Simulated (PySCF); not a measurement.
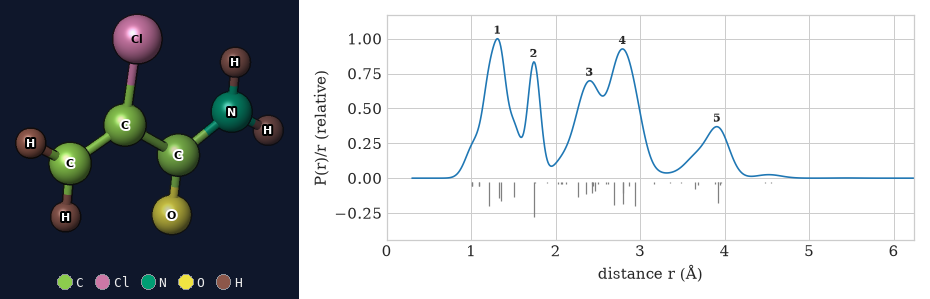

Simulated gas electron diffraction: radial distribution curve of C₃H₄ClNO. Each pair of atoms contributes with weight ZᵢZⱼ/r (bars below the curve); damping constant 0.0015 Å²; vibrational amplitudes assumed, not computed: 0.05 Å for bonds, 0.078 Å for bonds to H, 0.06 + 0.015 r up to 0.15 Å for other pairs. The geometry is the end point of an optimisation (PySCF, PBE0-D3(BJ)/def2-SVP geometry optimisation, gas phase); it may be a saddle point or a higher isomer. SMILES: C=C(Cl)C(N)=O.

Question: Read the positions of the numbered peaks and name the main pairs (– for bonds).

Answer: Peak 1, 1.31 Å: O–C 1.21 Å, C–C 1.33 Å, N–C 1.35 Å, not resolved; in its flanks N–H 1.01 Å, C–C 1.51 Å
Peak 2, 1.74 Å: Cl–C 1.74 Å
Peak 3, 2.40 Å: O···N 2.27 Å, O···C 2.36 Å, N···C 2.43 Å, C···C 2.47 Å, not resolved; in its flanks C···H 2.03–2.12 Å
Peak 4, 2.79 Å: Cl···C 2.69–2.80 Å (×2), O···C 2.79 Å, Cl···N 2.94 Å, not resolved
Peak 5, 3.91 Å: N···C 3.64 Å, Cl···H 3.68–3.95 Å (×2), Cl···O 3.92 Å, not resolved
